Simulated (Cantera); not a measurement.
A closed system holds: 1 mol Cr, 28 mol N2, 2.2 mol H2O, equilibrated at 75.0 Torr.

Cantera equilibrium calculation (NASA polynomials, part measured and part estimated; ideal gas, pure solids and liquids). Candidate condensed phases: Cr, CrN, Cr2N, Cr2O3, H2O; 29 gas species. Equilibrium is a limit: real reactors are often held back by kinetics, nucleation or transport.

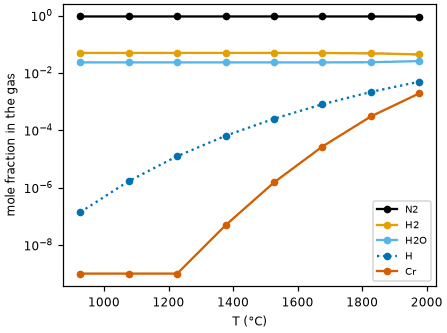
Figure. Equilibrium gas composition (values under 1e-9 drawn at 1e-9)

From 927 °C to 1977 °C the condensed part is Cr2O3(s).
